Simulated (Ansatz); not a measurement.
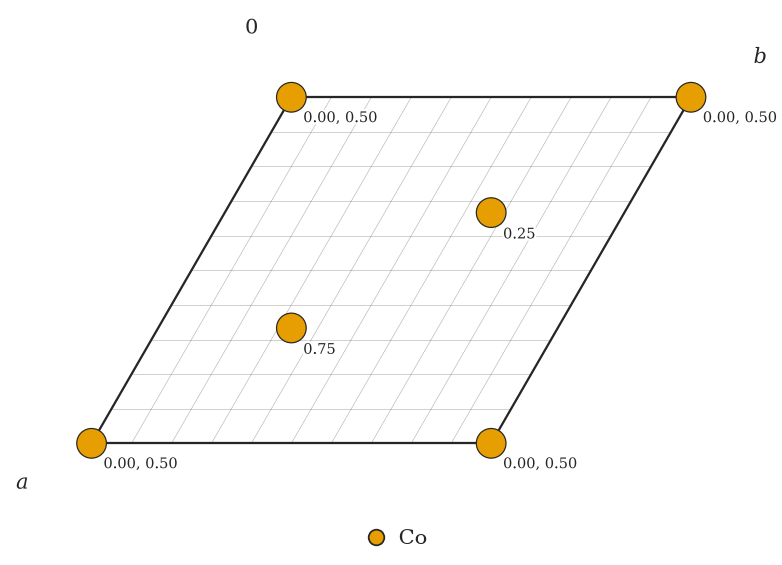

Plan of a unit cell projected along c (a down the page, b across); the numbers are heights as fractions of c, and atoms on the cell's edges are repeated. The grid marks tenths of a and b. Source: the input geometry of an electronic-structure calculation (not necessarily at equilibrium); the starting structure was generated, so it need not be a known form of this composition. Geometry calculated from the standardised cell; symmetry tolerance 0.002 Å.

a = 2.414 Å, b = 2.414 Å, c = 7.859 Å, α = 90.00°, β = 90.00°, γ = 120.00°.

What does the cell contain?

Answer. 4 Co: Co, Z = 4.

Which space group?

Answer. P6_3/mmc (No. 194), primitive hexagonal.

Give the fractional coordinates of all atoms, to two places.

Answer.
| atom | x | y | z |
| --- | --- | --- | --- |
| Co | 0.00 | 0.00 | 0.00 |
| Co | 0.00 | 0.00 | 0.50 |
| Co | 0.33 | 0.67 | 0.25 |
| Co | 0.67 | 0.33 | 0.75 |
